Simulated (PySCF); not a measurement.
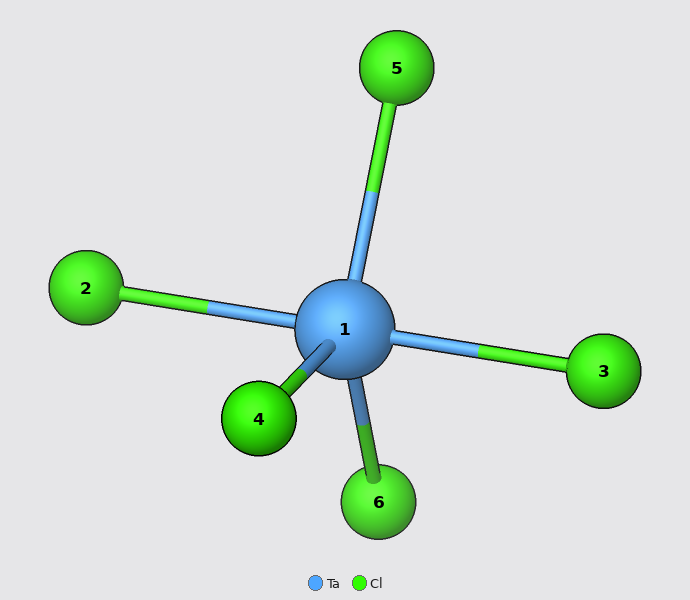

The species is neutral and a spin singlet. The computed structure is the end point of a PBE0-D3(BJ)/def2-SVP optimisation. No frequency run is at hand to confirm it as a minimum.

Give the bond lengths.

```
   bond  length (Å)
Ta1–Cl2       2.327
Ta1–Cl3       2.327
Ta1–Cl4       2.284
Ta1–Cl5       2.287
Ta1–Cl6       2.287
```
